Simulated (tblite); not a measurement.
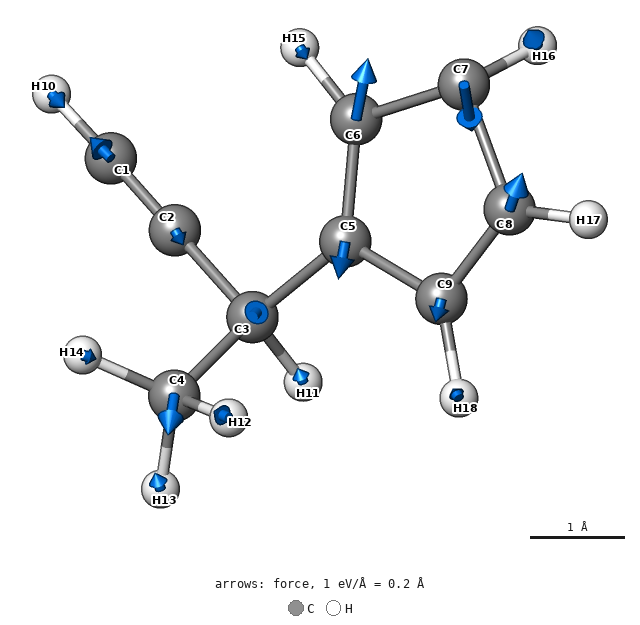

Starting geometry of C$_{9}$H$_{9}$ (multiplicity 2) with the computed forces as blue arrows. A ball-and-stick model, seen at a tilt.

Level of theory: tblite 0.8.0, GFN2-xTB geometry optimisation, gas phase. 

**What follows when this structure is relaxed?**

It isn't relaxed: the largest force vector, on C7, is 3.96 eV/Å. The final displacements have little in common with the starting forces (cosine between the two patterns 0.18). The largest move after the best rigid fit is that of H16, 1.31 Å. Largest moves by element: H 1.31 Å, C 0.49 Å. Some distances before and after: C6–C7 1.506 → 1.363 Å, C5–C6 1.315 → 1.423 Å, C3–C4 1.488 → 1.544 Å, C4–H12 1.138 → 1.087 Å. Bond angles that change, for instance: C6–C7–H16 106.5° → 127.3°, C8–C7–H16 106.3° → 124.5°, C7–C6–H15 121.4° → 127.6°. Groups turn about C3–C4 by about 35°, C3–C5 by about 30°. After 135 geometry steps the energy has fallen by 35.7 kcal/mol. The run took 1.4 s on 1 thread of Arm Neoverse N1 (shared host).
